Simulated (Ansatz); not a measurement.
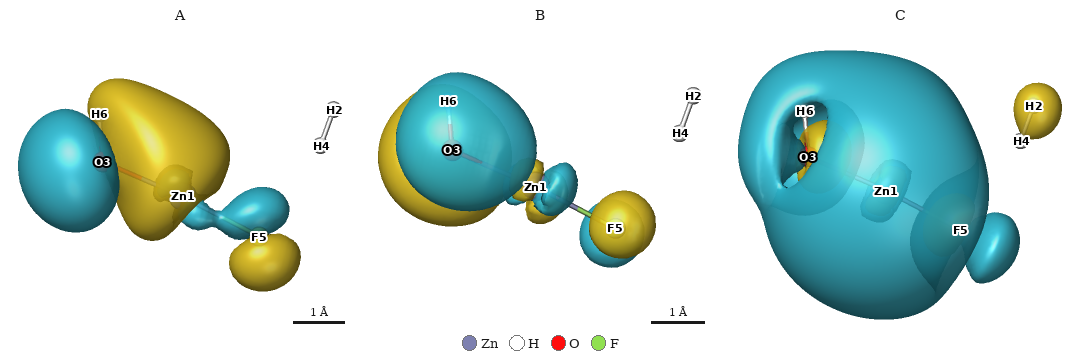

FHOZn···H2. Three frontier orbitals at ±0.06 Å⁻³ᐟ² (yellow and cyan are the two phases), in no order.

All numbers below come from UKS CAM-B3LYP/def2-SVP (Ansatz 0.2.0).

```yaml
atoms:
  - { symbol: Zn, position_ang: [0.1498, -0.4798, -0.8383] }
  - { symbol: H, position_ang: [-0.2984, 2.0254, 1.5242] }
  - { symbol: O, position_ang: [0.3386, -2.1918, -0.5161] }
  - { symbol: H, position_ang: [-0.2233, 1.9467, 0.7661] }
  - { symbol: F, position_ang: [0.0178, 1.1952, -1.2759] }
  - { symbol: H, position_ang: [0.0155, -2.4957, 0.3399] }
```

> Order the three orbitals by energy and name them.

A is the HOMO−1 (−10.44 eV). It lies mainly on O3 (about 75 %) and Zn1 (about 15 %); largely a lone pair of O3. B is the HOMO (−9.70 eV). It lies mainly on O3 (about 80 %) and Zn1 (about 10 %); largely a lone pair of O3. C is the LUMO (−0.26 eV). It lies mainly on Zn1 (about 65 %), O3 (about 15 %), F5 (about 10 %) and H6 (about 5 %).

> What is the HOMO–LUMO gap?

9.44 eV between the orbital energies.
